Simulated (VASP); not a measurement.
# A VASP study of MgO (PBE + D3(BJ)): structure first, properties next, part 2 of 2

What structure and properties does PBE + D3(BJ) give MgO, and how near are they to the measured ones? The start is a cell from a database of measured crystal structures.

VASP 6.6.1, plane waves and PAW; the level of theory is named at each step.

So far. Step 7 (Dielectric tensor and Born charges (PBE + D3(BJ))): The Born charges sum to zero; the printed set may have that rule imposed, so this is no test. Born charges and mode vectors give each infrared mode its dipole; summed over the modes, dipole squared over frequency squared adds 6.57 to the electronic 3.12, for a mean static constant of 9.69. The relaxed cell has a = 4.201 Å (conventional setting).

## Step 9: Core levels (PBE + D3(BJ))

ICORELEVEL = 1 prints the core eigenvalues in the potential of the ground state.

INCAR reads:

```
SYSTEM = MgO
PREC = Accurate
ENCUT = 520
EDIFF = 1E-06
NELM = 100
ISMEAR = 0
SIGMA = 0.05
LREAL = .FALSE.
ALGO = Normal
GGA = PE
IVDW = 12
NBANDS = 10
LORBIT = 11
LWAVE = .FALSE.
LCHARG = .FALSE.
KPAR = 2
ICORELEVEL = 1
```

POSCAR reads:

```
MgO
1.0
    0.0000000000      2.1006853663      2.1006853663
    2.1006853663      0.0000000000      2.1006853663
    2.1006853663      2.1006853663      0.0000000000
Mg O
1 1
Direct
    0.0000000000      0.0000000000      0.0000000000
    0.5000000000      0.5000000000      0.5000000000
```

KPOINTS reads:

```
Automatic mesh
0
Gamma
9 9 9
0 0 0
```

The projector-augmented-wave data sets are Mg and O (PBE family, release 64).

Started as:

```console
mpirun -np 2 vasp_std
```

Elapsed: 7.2 s, on 2 MPI ranks of AMD EPYC 7R43, shared host; peak memory 0.23 GiB; 13 s of CPU time.

These are scalar-relativistic Kohn-Sham levels of the ground state, with no core hole, so they are not binding energies.

This step gave:

* bands: 10
* irreducible k-points: 35
* Fermi energy: 3.471 eV
* pressure: -0.003833 GPa

Kohn-Sham core levels. Core levels, by row:

```csv
atom,shell,level below the valence-band top (eV)
Mg1,1s,1252
Mg1,2s,72.31
Mg1,2p,39.06
O2,1s,503.1
```

## Step 10: Starting orbitals for the hybrid

This step: PBE; plane waves and PAW (Mg, O) (VASP 6.6.1).

A hybrid converges badly from random orbitals, so a cheap semilocal run writes a WAVECAR on the same mesh first.

INCAR reads:

```
SYSTEM = MgO
PREC = Accurate
ENCUT = 520
EDIFF = 1E-05
NELM = 100
ISMEAR = 0
SIGMA = 0.05
LREAL = .FALSE.
ALGO = Normal
GGA = PE
NBANDS = 10
LORBIT = 11
LWAVE = .TRUE.
LCHARG = .FALSE.
KPAR = 2
```

POSCAR is that of step 9.

KPOINTS reads:

```
Automatic mesh
0
Gamma
6 6 6
0 0 0
```

Started as:

```console
mpirun -np 2 vasp_std
```

It took 4 s on 2 MPI ranks; peak memory 0.19 GiB; 6.4 s of CPU time.

At this level the cell is under a pressure of 5.2 GPa, so at these settings it is away from equilibrium.

A gap read on the k-mesh alone can miss the band edges.

Numbers from this step:

```
SCF cycles                     : 11
irreducible k-points           : 16
free energy (TOTEN)            : -11.90 eV
Fermi energy                   : 3.481 eV
pressure                       : 5.214 GPa
gap on the k-mesh              : 4.800 eV
least direct gap on the k-mesh : 4.800 eV
```

## Step 11: Bands along the symmetry lines (HSE06)

This step: HSE06; plane waves and PAW (Mg, O) (VASP 6.6.1).

HSE06 mixes in a quarter of exact exchange at short range, at far higher cost; in semiconductors this cures much of the gap error, while metals seldom gain.

INCAR reads:

```
SYSTEM = MgO
PREC = Accurate
ENCUT = 520
EDIFF = 1E-06
NELM = 100
ISMEAR = 0
SIGMA = 0.05
LREAL = .FALSE.
ALGO = Normal
LHFCALC = .TRUE.
AEXX = 0.25
GGA = PE
HFSCREEN = 0.2
LASPH = .TRUE.
NBANDS = 10
PRECFOCK = Fast
LORBIT = 11
LWAVE = .FALSE.
LCHARG = .FALSE.
KPAR = 2
```

POSCAR is that of step 10.

KPOINTS is that of step 10.

KPOINTS_OPT reads:

```
Line mode
6
Line-mode
Reciprocal
  0.00000000   0.00000000   0.00000000 GAMMA
  0.50000000   0.00000000   0.50000000 X

  0.50000000   0.00000000   0.50000000 X
  0.50000000   0.25000000   0.75000000 W

  0.50000000   0.25000000   0.75000000 W
  0.37500000   0.37500000   0.75000000 K

  0.37500000   0.37500000   0.75000000 K
  0.00000000   0.00000000   0.00000000 GAMMA

  0.00000000   0.00000000   0.00000000 GAMMA
  0.50000000   0.50000000   0.50000000 L

  0.50000000   0.50000000   0.50000000 L
  0.62500000   0.25000000   0.62500000 U

  0.62500000   0.25000000   0.62500000 U
  0.50000000   0.25000000   0.75000000 W

  0.50000000   0.25000000   0.75000000 W
  0.50000000   0.50000000   0.50000000 L

  0.50000000   0.50000000   0.50000000 L
  0.37500000   0.37500000   0.75000000 K

  0.62500000   0.25000000   0.62500000 U
  0.50000000   0.00000000   0.50000000 X
```

The run starts from files that an earlier step left in the folder.

Started as:

```console
mpirun -np 2 vasp_std
```

Run time: 11 min. Hardware: 2 MPI ranks; peak memory 0.43 GiB; 21 min of CPU time.

The PAW data sets were made with PBE, which is usual practice but a small mismatch for other functionals.

Numbers from this step:

| Item | Value |
| --- | --- |
| SCF cycles | 9 |
| free energy (TOTEN) | -14.23 eV |
| Fermi energy | 2.224 eV |
| least gap on mesh and path | 6.543 eV |
| least direct gap on mesh and path | 6.543 eV |

The electronic bands at the labelled points (eV, zero at the valence-band top; v1 is the highest filled band, c1 the lowest empty one):

```csv
point,v3,v2,v1,c1,c2
Γ,0.00,0.00,0.00,6.54,17.82
X,-4.42,-1.48,-1.48,10.89,11.96
W,-3.19,-3.19,-1.91,13.74,13.74
K,-3.78,-2.92,-1.26,11.99,13.91
Γ,0.00,0.00,0.00,6.54,17.82
L,-4.97,-0.72,-0.72,9.74,14.98
U,-3.78,-2.92,-1.26,11.99,13.91
W,-3.19,-3.19,-1.91,13.74,13.74
L,-4.97,-0.72,-0.72,9.74,14.98
K,-3.78,-2.92,-1.26,11.99,13.91
jump to U,-3.78,-2.92,-1.26,11.99,13.91
X,-4.42,-1.48,-1.48,10.89,11.96
```

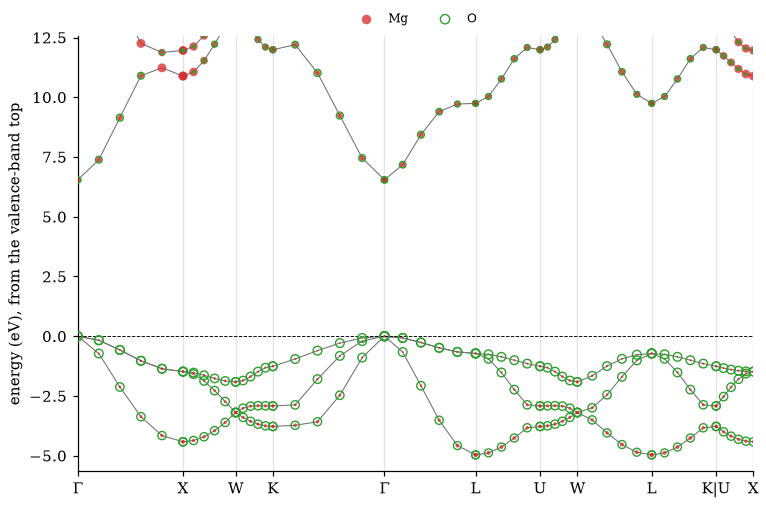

Electronic bands along the path; dots are coloured as in the legend, and their area grows with the weight.

The gap moves by +1.74 eV against PBE with D3(BJ), which ran on another mesh.

## Step 12: Band structure (TB-mBJ)

This step: TB-mBJ; plane waves and PAW (Mg, O) (VASP 6.6.1).

Levels along the symmetry lines show where the bands peak and cross; KPOINTS_OPT computes them in the converged potential. TB-mBJ is a local potential fitted to gaps: it costs far less than a hybrid but gives no energy.

INCAR reads:

```
SYSTEM = MgO
PREC = Accurate
ENCUT = 520
EDIFF = 1E-06
NELM = 150
ISMEAR = 0
SIGMA = 0.05
LREAL = .FALSE.
ALGO = Normal
METAGGA = MBJ
LASPH = .TRUE.
NBANDS = 16
LORBIT = 11
LWAVE = .FALSE.
LCHARG = .FALSE.
KPAR = 2
```

POSCAR is that of step 11.

KPOINTS reads:

```
Automatic mesh
0
Gamma
9 9 9
0 0 0
```

KPOINTS_OPT: that of step 11 with these lines changed.

```diff
@@ -1,3 +1,3 @@
 Line mode
-6
+16
 Line-mode
```

Started as:

```console
mpirun -np 2 vasp_std
```

Run time: 90 s. Hardware: 2 MPI ranks; peak memory 0.22 GiB.

This functional is a potential without an energy, so its energies, forces and stress mean nothing and are not read.

Numbers from this step:

```yaml
scf_cycles: 46
bands: 16
irreducible_k_points: 35
fermi_energy: 4.047 eV
least_gap_on_mesh_and_path: 6.843 eV
least_direct_gap_on_mesh_and_path: 6.843 eV
```

Electronic bands along the path, in eV, zero at the valence-band top; v1 is the highest filled band, c1 the lowest empty one:

```csv
point,v3,v2,v1,c1,c2
Γ,0.00,0.00,0.00,6.84,17.93
X,-3.53,-1.20,-1.20,11.51,12.34
W,-2.53,-2.53,-1.53,13.99,13.99
K,-3.01,-2.32,-1.02,12.41,14.15
Γ,0.00,0.00,0.00,6.84,17.93
L,-3.98,-0.59,-0.59,10.17,15.08
U,-3.01,-2.32,-1.02,12.41,14.15
W,-2.53,-2.53,-1.53,13.99,13.99
L,-3.98,-0.59,-0.59,10.17,15.08
K,-3.01,-2.32,-1.02,12.41,14.15
jump to U,-3.01,-2.32,-1.02,12.41,14.15
X,-3.53,-1.20,-1.20,11.51,12.34
```

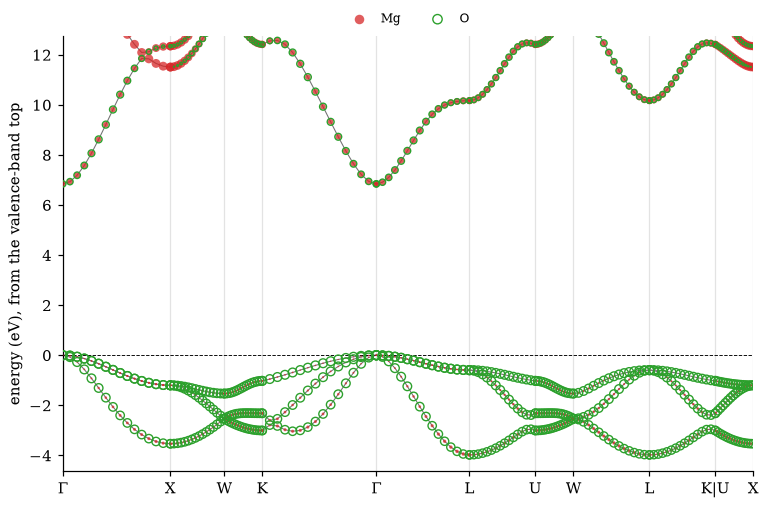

Electronic bands along the path; dots are coloured as in the legend, and their area grows with the weight.

The gap moves by +2.04 eV against PBE with D3(BJ).

## Step 13: Outcome

```
relaxed volume                                               : 9.270 Å³/atom
relaxed conventional cell a, b, c                            : 4.201, 4.201, 4.201 Å
space group after relaxing, within 0.02 Å                    : Fm-3m (No. 225)
band gap                                                     : 4.80 eV, direct
gap on the dense mesh                                        : 4.80 eV
highest zone-centre mode                                     : 402 cm⁻¹
static dielectric constant from modes and Born charges, mean : 9.69
LO mode by the Lyddane-Sachs-Teller relation                 : 708 cm⁻¹
electronic dielectric constant, mean                         : 3.12
strongest peak of ε2, mean over directions                   : 11.3 eV
ε1 at zero frequency, no local fields, mean                  : 3.16
shallowest level of the frozen cores                         : Mg1 2p, 39.1 eV deep
band gap (HSE06)                                             : 6.54 eV, direct
band gap (TB-mBJ)                                            : 6.84 eV, direct
```

In words: With PBE + D3(BJ), MgO relaxes to 9.270 Å³/atom in space group Fm-3m (held by the symmetry of the run) and has a direct gap of 4.80 eV (6.54 eV with HSE06). Against the listed cell the volume lies -0.8 %. Dielectric tensor and Born charges (PBE + D3(BJ)): The electronic dielectric tensor with local fields is isotropic, 3.12. Dielectric tensor and Born charges (PBE + D3(BJ)): Mean Born effective charge: Mg1 1.97, O2 -1.97 e. Bands along the symmetry lines (HSE06): On this path the gap is direct, 6.54 eV, with the valence top at Γ and the conduction bottom at Γ. Band structure (TB-mBJ): On this path the gap is direct, 6.84 eV, with the valence top at Γ and the conduction bottom at Γ. The other levels ran on the cell relaxed with PBE + D3(BJ), and without spin-orbit coupling unless named. Semilocal functionals usually underestimate gaps. Modes at Γ alone can't show that the crystal is stable at other wave vectors, and the LO-TO splitting is not included. No search among competing phases was made, and a listed structure need not be the one stable at ambient conditions. All values are for a static lattice at zero temperature.

Calculation against experiment:

| quantity | measured | PBE with D3(BJ) | HSE06 | TB-mBJ |
| --- | --- | --- | --- | --- |
| lattice constant a (Å) | 4.212 | 4.201 (-0.3 %) | - | - |
| band gap (least gap) (eV) | 7.83 | 4.80 (-3.03 eV) | 6.54 (-1.29 eV) | 6.84 (-0.99 eV) |
| ε∞ (mean of the tensor) | 2.95 | 3.12 (+5.8 %) | - | - |
| infrared mode, TO phonon at Gamma (T1u) (cm⁻¹) | 396.5 | 402 (+1.5 %) | - | - |

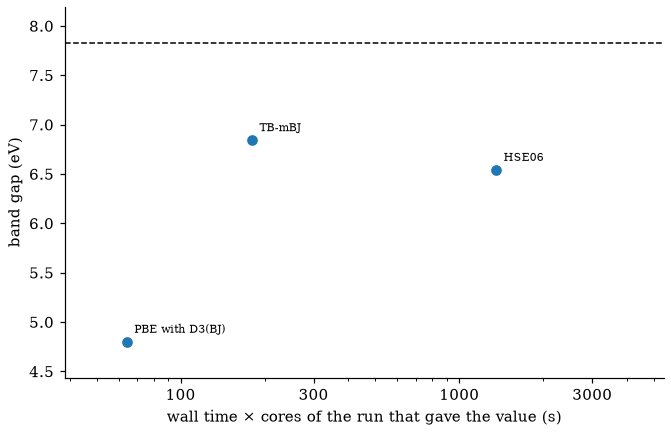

The band gap by level, against the cost of each run; the dashed line is the measured value.

Measured values from arxiv:1901.10525 (2019), arxiv:0908.1581 (2009) and arxiv:0704.2267 (2007).

**Verdict.** The lattice constant a is off by -0.3 %: good agreement. For the band gap, of the levels listed nearest comes TB-mBJ (-0.99 eV, fair agreement) and farthest PBE with D3(BJ) (-3.03 eV, a clear miss). Zero-point and thermal motion shift the measured gap. The ε∞ is off by +5.8 %: good agreement. The infrared mode is off by +1.5 %: good agreement. The grades are ours: good and fair within 0.7 and 1.5 % for the lattice constant a, 7 and 18 % for the ε∞ and 3 and 7 % for the infrared mode. Zero-point motion and thermal expansion (measured at up to 295 K) are not in the computed lattice constants and infrared mode.

[Lines on the potential files, build, host, timing and source positions are cut from VASP's logs without a mark.]

[Logs are printed without paths, hosts, clocks, repeated set-up lines and the standing remarks that a program may print on its own settings, such as how far it seeks lower states.]

[Hosts, paths, dates, database ids (printed as entryN), source tags and the programs' standing remarks are cut or masked in the printed files.]

[Measured values are set beside computed ones only where the two were judged alike; some that the calculation misses by far are left out.]
